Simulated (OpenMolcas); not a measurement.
# doublet AlH4 at 6 levels

Aim: a comparison of 6 runs (ROHF/STO-3G, UHF/STO-3G, U-r2SCAN/STO-3G, UB3LYP/STO-3G, UPBE/STO-3G, ROMP2/STO-3G) of doublet AlH4. 

The results are computed with OpenMolcas 26.06.

### 1 The system as given

The species is AlH4 (5 atoms), typed as a doublet with charge 0. SMILES of the parent species: `[H][Al-]([H])([H])[H]`. The shape comes from GFN2-xTB, which is rough for such elements, and wasn't checked as a minimum. That shape belongs to the parent species and isn't relaxed for this state.

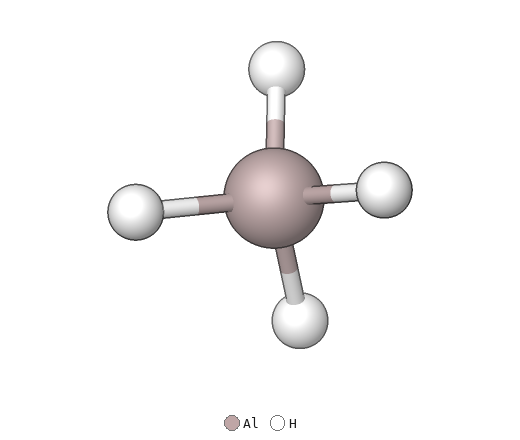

Viewed from a chosen angle; aluminium light grey, hydrogen white.

### 2 A single-point energy at ROHF/STO-3G (run 1)

The input, step1.inp:

```
>>> EXPORT MOLCAS_PRINT=2

&GATEWAY
  BASLIB
  $CurrDir
  COORD
  5
  angstrom
  Al      -0.001450      -0.001080      -0.000010
  H        0.012860      -0.019320       1.627070
  H        1.530040       0.013000      -0.552880
  H       -0.773910       1.334120      -0.520140
  H       -0.767540      -1.326720      -0.554050
  BASIS
  STO-3G
  GROUP
  NoSym

&SEWARD

&SCF
  UHF
  SPIN
  2
  SCRAMBLE
  0.25
  PRORBITALS
  1 1

&RASSCF
  FILEORB
  $Project.UnaOrb
  SPIN
  2
  NACTEL
  1 0 0
  INACTIVE
  8
  RAS2
  1
  OUTORBITALS
  Canonical
  ORBLISTING
  Nothing
```

The basis set STO-3G is read from a file made from the Basis Set Exchange's data (not shown).

Run with:

```sh
$ export MOLCAS_MEM=1860
$ pymolcas step1.inp > step1.log
```

Log:

```text
--- Start Module: gateway ---

                                              &GATEWAY

                       available to each process: 1.9 GB of memory, 1 thread

 Basis Set     1 Label: AL.STO-3G
 Basis set is read from library:.
 basistype.tbl is not found

 Basis Set     2 Label: H.STO-3G
 Basis set is read from library:.
 basistype.tbl is not found

++    Symmetry information:
      ---------------------

                    Character Table for C1

                             E
                    a        1  x, y, xy, Rz, z, xz, Ry, yz, Rx, I
--

++    Basis set information:
      ----------------------

      Basis set label: AL.STO-3G.........

[... 178 lines left out ...]
       Convergence after  17 Iterations
[... 93 lines left out ...]
      Dipole Moment (debye):
[... 112 lines left out ...]
      Convergence after 12 iterations
[... 12 lines left out ...]
      conf/sym  1     Coeff  Weight
[... 13 lines left out ...]
      RASSCF energy for state  1                   -241.12481454
[... 42 lines left out ...]
      Dipole Moment (debye):
[... 11 lines left out ...]
      Mulliken spin population analysis for root number:  1
      ---------------------------------------------------

++    Molecular charges:
      ------------------

      Mulliken spin population per centre
      ---------------------------

                AL1     H2      H3      H4      H5
      Total    0.1011  0.0257  0.8221  0.0259  0.0253

      Total electronic spin=    1.000000
--

      Canonical orbitals are written to the RASORB file
      Natural orbitals for root   1 are written to the RASORB.1 file
      Spin density orbitals for root   1 are written to the SPDORB.1 file

--- Stop Module: rasscf /rc=_RC_ALL_IS_WELL_ ---

.##################.
.# Happy landing! #.
.##################.

    Timing: Wall=2.29 User=1.77 System=0.41
```

It took 2.5 s on 1 thread of Intel Xeon Platinum 8488C (Sapphire Rapids), shared host; peak memory 0.37 GiB.

### 3 A single-point energy at UHF/STO-3G (run 2)

The input, mol.input:

```
* AlH4 Hartree-Fock

&gateway
  baslib = $CurrDir
  coord
  5
  angstrom
  Al      -0.001450      -0.001080      -0.000010
  H        0.012860      -0.019320       1.627070
  H        1.530040       0.013000      -0.552880
  H       -0.773910       1.334120      -0.520140
  H       -0.767540      -1.326720      -0.554050
  basis = STO-3G
  group = NoSym

&seward

&scf
  uhf
  spin = 2
  thresholds = 1e-10 1e-07 1e-07 1e-05
  prorbitals = 1 1
```

The basis set STO-3G is read from a file made from the Basis Set Exchange's data (not shown).

Run with:

```sh
$ export MOLCAS_MEM=1860
$ pymolcas mol.input > mol.log
```

Log:

```text
--- Start Module: gateway ---

                                              &GATEWAY

                       available to each process: 1.9 GB of memory, 1 thread

 Basis Set     1 Label: AL.STO-3G
 Basis set is read from library:.
 basistype.tbl is not found

 Basis Set     2 Label: H.STO-3G
 Basis set is read from library:.
 basistype.tbl is not found

++    Symmetry information:
      ---------------------

                    Character Table for C1

                             E
                    a        1  x, y, xy, Rz, z, xz, Ry, yz, Rx, I
--

++    Basis set information:
      ----------------------

      Basis set label: AL.STO-3G.........

[... 111 lines left out ...]
      Nuclear repulsion energy =   18.09772628
[... 43 lines left out ...]
                               UHF SCF        iterations: Energy and convergence statistics
[... 29 lines left out ...]
 *                                             SCF/KS-DFT Program, Final results                                             *
[... 70 lines left out ...]
      Title: Natural orbitals
[... 11 lines left out ...]
--

++    Molecular properties:
      ---------------------

      Charge (e):
                      =   -0.0000
      Dipole Moment (debye):
      Origin of the operator (angstrom)=   -0.0012   -0.0009   -0.0000
                   X=  3.0292E+00               Y=  2.7219E-02               Z= -1.0977E+00           Total=  3.2220E+00
      Quadrupole Moment (debye*angstrom):
      Origin of the operator (angstrom)=   -0.0012   -0.0009   -0.0000
                  XX= -1.1017E+01              XY=  2.6052E-02              XZ= -1.8493E+00              YY= -1.6138E+01
                  YZ= -2.0929E-02              ZZ= -1.5459E+01
      In traceless form (debye*angstrom)
                  XX=  4.7810E+00              XY=  3.9078E-02              XZ= -2.7740E+00              YY= -2.8991E+00
                  YZ= -3.1394E-02              ZZ= -1.8819E+00
--

--- Stop Module: scf /rc=_RC_ALL_IS_WELL_ ---

.##################.
.# Happy landing! #.
.##################.

    Timing: Wall=1.62 User=1.23 System=0.35
```

Run time: 1.8 s. Hardware: 1 thread of Intel Xeon Platinum 8488C (Sapphire Rapids), shared host; peak memory 0.37 GiB.

Runs 3 to 5 aren't shown in full; the table further down has their settings and results.

### 4 The energy at ROMP2/STO-3G (run 6)

The input, mol.input:

```
* AlH4 ROMP2

&gateway
 baslib
 $CurrDir
 coord
 5
 angstrom
 Al      -0.001450      -0.001080      -0.000010
 H        0.012860      -0.019320       1.627070
 H        1.530040       0.013000      -0.552880
 H       -0.773910       1.334120      -0.520140
 H       -0.767540      -1.326720      -0.554050
 basis
 STO-3G
 group
 NoSym

&seward

&scf
 uhf
 spin
 2
 thresholds
 1e-10 1e-07 1e-07 1e-05
 prorbitals
 1 1

&rasscf
 fileorb
 $Project.UnaOrb
 spin
 2
 nactel
 1 0 0
 inactive
 8
 ras2
 1
 outorbitals
 Canonical
 orblisting
 Nothing

&caspt2
 ipea
 0.0
 frozen
 5
```

The basis set STO-3G is read from a file made from the Basis Set Exchange's data (not shown).

Run with:

```sh
$ export MOLCAS_MEM=1860
$ pymolcas mol.input > mol.log
```

Log:

```text
--- Start Module: gateway ---

                                              &GATEWAY

                       available to each process: 1.9 GB of memory, 1 thread

 Basis Set     1 Label: AL.STO-3G
 Basis set is read from library:.
 basistype.tbl is not found

 Basis Set     2 Label: H.STO-3G
 Basis set is read from library:.
 basistype.tbl is not found

++    Symmetry information:
      ---------------------

                    Character Table for C1

                             E
                    a        1  x, y, xy, Rz, z, xz, Ry, yz, Rx, I
--

++    Basis set information:
      ----------------------

      Basis set label: AL.STO-3G.........

[... 155 lines left out ...]
                               UHF SCF        iterations: Energy and convergence statistics
[... 119 lines left out ...]
      Dipole Moment (debye):
[... 120 lines left out ...]
      Note: transformation to natural orbitals
[... 11 lines left out ...]
      *                                                    Final results                                                     *
[... 20 lines left out ...]
      Von Neumann Entropy (Root   1) =  0.50000
[... 110 lines left out ...]
      Imaginary shift                            0.00
[... 50 lines left out ...]
      Reference weight:           0.97293
[... 17 lines left out ...]
   (Skipping property calculation,
    use PROP keyword to activate)
--

  Total CASPT2 energies:
::    CASPT2 Root  1     Total energy:   -241.16794045

  A NEW JOBIPH FILE NAMED 'JOBMIX' IS PREPARED.
********************************************************************************
--- Stop Module: caspt2 /rc=_RC_ALL_IS_WELL_ ---

.##################.
.# Happy landing! #.
.##################.

    Timing: Wall=2.53 User=1.96 System=0.48
```

It took 2.8 s on 1 thread of Intel Xeon Platinum 8488C (Sapphire Rapids), shared host; peak memory 0.37 GiB.

### 5 The series

```csv
run,level,scramble,SCF convergence threshold,integration grid,energy (Eh),dipole moment (D),wall time
1,ROHF/STO-3G,0.25,–,–,-241.124815,3.40,2.5 s
2,UHF/STO-3G,–,1e-10,–,-241.127062,3.22,1.8 s
3,U-r2SCAN/STO-3G,–,1e-10,UltraFine,-241.692048,0.01,23 s
4,UB3LYP/STO-3G,–,1e-10,UltraFine,-241.736134,0.02,7.5 s
5,UPBE/STO-3G,–,1e-10,UltraFine,-241.566879,0.01,14 s
6,ROMP2/STO-3G,–,1e-10,–,-241.167940,–,2.8 s
```

### 6 Results

| quantity | value |
| --- | --- |
| run 6: total energy | -241.16794 Eh |

In words: Among the runs that give it from their own density at one geometry, the dipole moment runs from 0.01 D (UPBE/STO-3G) to 3.40 D (ROHF/STO-3G). Totals of different functionals can't be ranked against each other. All runs together took 51 s, the longest 23 s.
